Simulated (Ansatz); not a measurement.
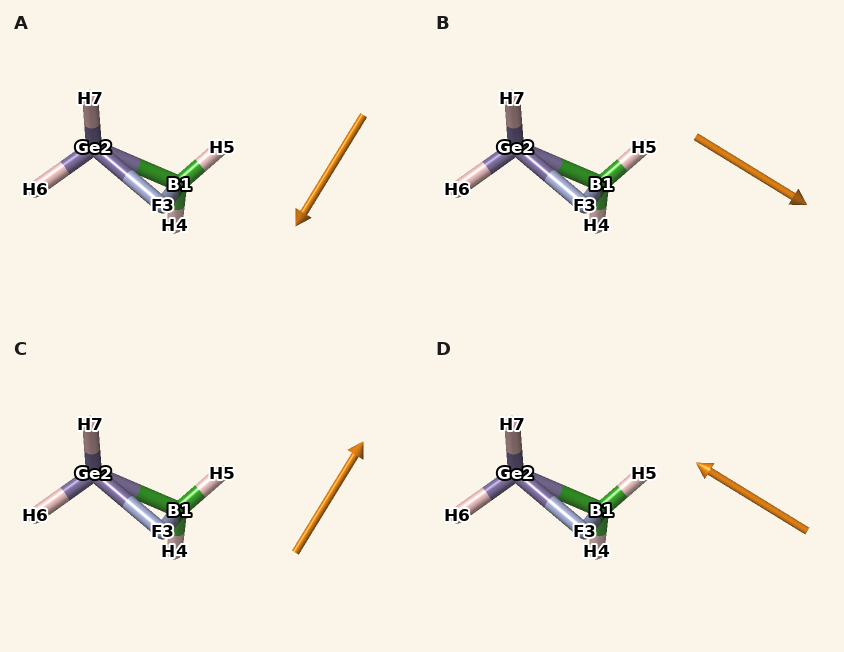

The same molecule four times, each with an arrow. Computed geometry: PBE0-D4/def2-TZVP optimisation. No frequency run is at hand to confirm it as a minimum. Level of theory: RKS PBE0-D4/def2-TZVP (Ansatz 0.2.0).

Which arrow points along the dipole moment, from the negative to the positive end?

D. The dipole moment is 2.21 D; it points from the side of H4, H5 to the side of H6, H7 (the outermost atoms at the two ends).
